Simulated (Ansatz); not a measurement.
# A computed series for In3Ru: pressure series

Start from In₃Ru (space group P4_2/mnm, No. 136; a = 6.983 Å, c = 7.234 Å; a cell from a computed database, its experimental status unchecked).

Cell and atoms are relaxed at each pressure.

Level of theory: PBEsol, PAW, 420 eV (Ansatz, a quantum-chemistry and plane-wave program; no spin-orbit coupling).

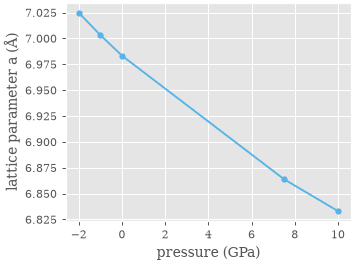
*Lattice parameter a against pressure*

**Question.** From the plot, what is the lattice parameter a for pressure 7.5 GPa?

**Answer.** About 6.86 Å.

**Question.** Is the trend monotonic over the range shown?

**Answer.** Yes, it falls throughout, spanning 6.833 Å to 7.025 Å.

Load acts through the strain it causes; cell and atoms are relaxed under it. Whether these cells are dynamically stable was not tested. Competing high-pressure phases were not computed. All final runs are without spin polarisation.
